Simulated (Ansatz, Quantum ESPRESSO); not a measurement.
# In2Se2, 1 layer: the gap on the mesh at a withheld member of a series

Method. Quantum ESPRESSO 7.5, PBE, SG15 norm-conserving. Cell and atoms are relaxed under PBE (GBRV files) and held. Screened hybrids with norm-conserving files, screening 0.106 per bohr, fixed occupations, a 9×9×1 mesh with exchange on 3×3×1 q points. Levels count from the potential in the middle of the vacuum. The series steps the share of short-range exact exchange (0.25 is HSE06, 0 is PBE).

```
share of short-range exact exchange  gap on the mesh (eV)
                                  0                 1.409
                                0.1                 1.666
                               0.15                 1.802
                               0.25                 2.087
                                0.3                 2.236
                                0.4                 2.546
```

One more run was made and is withheld. What is the gap on the mesh at 0.2?

By hand: The rows at 0.15 and 0.25 give a slope of (2.087 − (1.802))/(0.25 − (0.15)) = 2.85, so a straight line gives 1.945 eV. A parabola through these and the row at 0.1 gives 1.942 eV.

What the calculation gave: 1.942 eV. The line misses by +0.003 and the parabola by 0.000 eV. Both misses are under 5 % of the step from the nearer row.

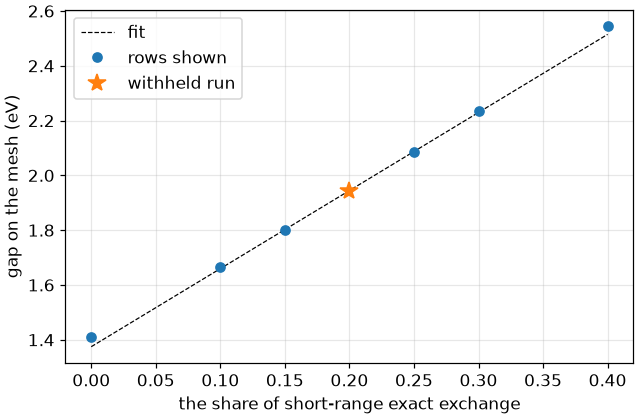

The rows shown, the fit and the withheld run.

**Limits.** Gaps are those of the mesh; no spin-orbit coupling; the q mesh was not tested; the geometry stays that of PBE.

[Logs are printed without paths, hosts, clocks, repeated set-up lines and the standing remarks that a program may print on its own settings, such as how far it seeks lower states.]
